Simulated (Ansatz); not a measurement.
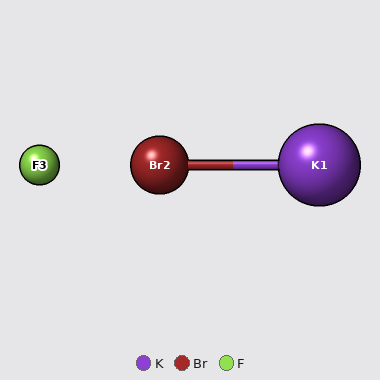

The system is K + BrF, spin multiplicity 2; the picture shows the reference structure. 
- The first coordinate is: distance K1–Br2; the second: distance Br2–F3.
- Nothing is relaxed (the angle K1–Br2–F3 is fixed at 180 degrees).
- Grid: 12 × 12 points. At 1 point there is no value.
- Points are written as (first, second).
- All energies are given in kJ/mol relative to the lowest grid point.
- Method: UKS PBE0-D4/def2-TZVPD in Ansatz 0.2.0.

Its coordinates:

```xyz
3

K    -2.8800    0.0000    0.0000
Br    0.0000    0.0000    0.0000
F     2.1680    0.0000    0.0000
```

Range: distance K1–Br2 from 2.584 to 4.184 Å; distance Br2–F3 from 1.440 to 3.040 Å.

Q: Predict the map.

A: The lowest grid point is at (2.880 Å, 2.168 Å). The highest grid point, (2.584 Å, 1.440 Å), lies 500 kJ/mol above the lowest.

| distance Br2–F3 ↓, distance K1–Br2 → | 2.584 | 2.655 | 2.758 | 2.880 | 3.014 | 3.158 | 3.312 | 3.473 | 3.642 | 3.817 | 3.998 | 4.184 |
| --- | --- | --- | --- | --- | --- | --- | --- | --- | --- | --- | --- | --- |
| 3.040 | 66 | 55 | 47 | 44 | 47 | 55 | 66 | 79 | 93 | 106 | 120 | 134 |
| 2.854 | 55 | 45 | 36 | 34 | 37 | 44 | 55 | 68 | 82 | 95 | 109 | 122 |
| 2.673 | 43 | 33 | 25 | 22 | 25 | 33 | 43 | 56 | 69 | 82 | 96 | 110 |
| 2.498 | 32 | 21 | 13 | 10 | 13 | 21 | 31 | 44 | 57 | 70 | 83 | 97 |
| 2.329 | 23 | 13 | 4 | 2 | 4 | 12 | 22 | 34 | 47 | 60 | 73 | 87 |
| 2.168 | 22 | 12 | 3 | 0 | 3 | 9 | 19 | 31 | 44 | 56 | 69 | 83 |
| 2.014 | 35 | 25 | 16 | 12 | 14 | 20 | 30 | 41 | 53 | 64 | 76 | – |
| 1.870 | 72 | 61 | 51 | 46 | 46 | 51 | 58 | 68 | 77 | 87 | 96 | 107 |
| 1.736 | 138 | 126 | 114 | 107 | 105 | 106 | 111 | 116 | 123 | 128 | 135 | 142 |
| 1.614 | 237 | 224 | 210 | 200 | 195 | 193 | 193 | 195 | 197 | 199 | 202 | 206 |
| 1.511 | 367 | 353 | 338 | 327 | 319 | 314 | 312 | 311 | 311 | 310 | 311 | 312 |
| 1.440 | 500 | 486 | 471 | 458 | 450 | 444 | 440 | 438 | 437 | 435 | 435 | 435 |

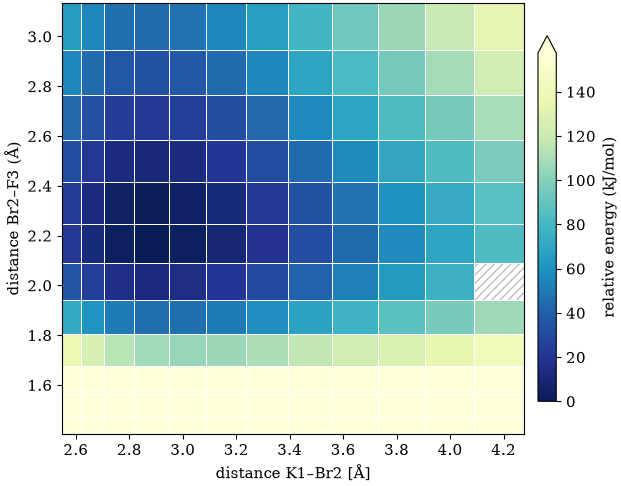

The picture shows one coloured cell a grid point, one colour for all values above the top of the scale, hatched blanks where no value was computed.

Each point was launched as `ansatz run input.yaml --threads 1 --pin off --max-ram 2560MiB --backend cpu --events-out ev --progress --plain --runs-dir out`. Time for the 143 points that were run: 39 min on 1 thread of Arm Neoverse V2, with other jobs on the host.
